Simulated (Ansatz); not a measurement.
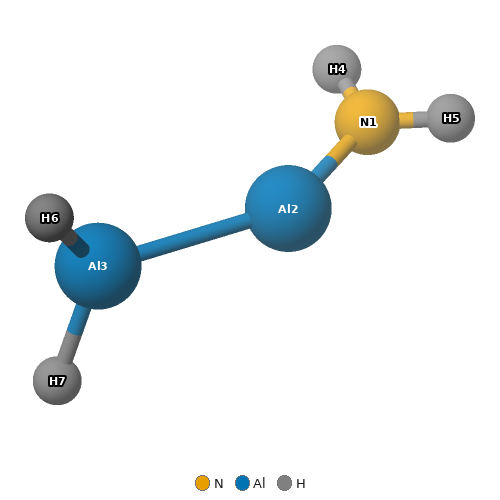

The system is Al2H4N, SMILES [NH2][Al][AlH2], spin multiplicity 2; the picture shows the reference structure. Coordinates scanned: (1) umbrella angle at Al3 (between each of its bonds and their common axis; 90 is planar); (2) change of the bonds Al3–Al2, Al3–H6, Al3–H7, all alike. Nothing is relaxed (all other coordinates rigid). The grid has 15 × 15 points. Points are written as (first, second). All energies are given in eV relative to the relaxed molecule at the same level. Level of theory: UKS PBE-D4/def2-SVP in Ansatz 0.2.0.

Its coordinates:

| atom | x (Å) | y (Å) | z (Å) |
| --- | --- | --- | --- |
| N | -1.7669 | 0.0466 | -1.0805 |
| Al | -0.0246 | -0.0722 | -0.6834 |
| Al | 1.6777 | -0.0245 | 1.1823 |
| H | -2.5211 | 0.1969 | -0.4030 |
| H | -2.1629 | -0.0251 | -2.0221 |
| H | 2.5388 | 1.3230 | 1.3451 |
| H | 2.2589 | -1.4446 | 1.6616 |

Range: umbrella angle at Al3 (between each of its bonds and their common axis; 90 is planar) from 66.0 to 114.0°; change of the bonds Al3–Al2, Al3–H6, Al3–H7, all alike from −0.211 to 0.325 Å.

**What landscape does the calculation give?**

The lowest grid point is at (96.9°, −0.019 Å), 0.006 eV from the relaxed molecule at the same level. No other kind of well shows on this grid. The highest grid point, (66.0°, −0.211 Å), lies 1.62 eV above the lowest. Round the minimum the two coordinates are weakly coupled (coupling −0.11 in units of the two stiffnesses).

```
second ↓, first →  66.0  69.4  72.9  76.3  79.7  83.1  86.6  90.0  93.4  96.9  100.3  103.7  107.1  110.6  114.0
            0.325  1.43  1.47  1.51  1.53  1.51  1.36  1.24  1.15  1.08  1.03   1.01   1.00   1.02   1.06   1.12
            0.287  1.29  1.34  1.38  1.40  1.32  1.18  1.05  0.96  0.89  0.85   0.82   0.83   0.85   0.89   0.96
            0.249  1.15  1.21  1.26  1.24  1.12  0.99  0.87  0.78  0.71  0.67   0.65   0.66   0.68   0.73   0.81
            0.211  1.03  1.08  1.11  1.06  0.95  0.82  0.70  0.61  0.55  0.51   0.49   0.50   0.53   0.59   0.67
            0.172  0.92  0.95  0.95  0.89  0.78  0.66  0.55  0.46  0.40  0.36   0.35   0.36   0.40   0.46   0.54
            0.134  0.82  0.84  0.82  0.75  0.64  0.52  0.41  0.33  0.27  0.23   0.22   0.24   0.28   0.35   0.44
            0.096  0.74  0.74  0.71  0.63  0.51  0.40  0.29  0.21  0.16  0.13   0.12   0.14   0.19   0.26   0.36
            0.057  0.69  0.67  0.62  0.53  0.42  0.31  0.20  0.13  0.08  0.05   0.05   0.07   0.12   0.20   0.30
            0.019  0.67  0.64  0.57  0.48  0.37  0.25  0.15  0.08  0.03  0.01   0.01   0.04   0.10   0.18   0.28
           −0.019  0.68  0.64  0.57  0.47  0.35  0.24  0.14  0.07  0.03  0.01   0.01   0.05   0.11   0.20   0.31
           −0.057  0.74  0.69  0.61  0.50  0.39  0.28  0.18  0.11  0.07  0.05   0.07   0.10   0.17   0.26   0.38
           −0.096  0.86  0.80  0.70  0.60  0.48  0.37  0.28  0.21  0.17  0.16   0.18   0.22   0.29   0.39   0.51
           −0.134  1.04  0.96  0.87  0.75  0.64  0.53  0.44  0.38  0.34  0.33   0.35   0.39   0.47   0.57   0.70
           −0.172  1.29  1.21  1.10  0.99  0.87  0.76  0.68  0.61  0.58  0.57   0.59   0.65   0.72   0.83   0.96
           −0.211  1.63  1.54  1.43  1.31  1.20  1.09  1.01  0.95  0.91  0.91   0.94   0.99   1.07   1.18   1.32
```

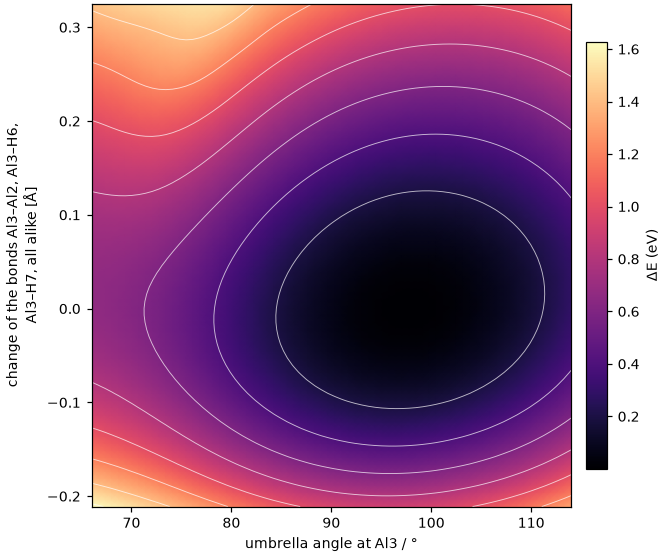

In the figure: a smooth colour map with a few white contour lines. Between grid points the surface is interpolated.

Each point was launched as `ansatz run input.yaml --threads 1 --pin off --max-ram 2560MiB --backend cpu --events-out ev --progress --plain --runs-dir out`. Time for the 225 points that were run: 19 min on 1 thread of Arm Neoverse V1, on a shared host.
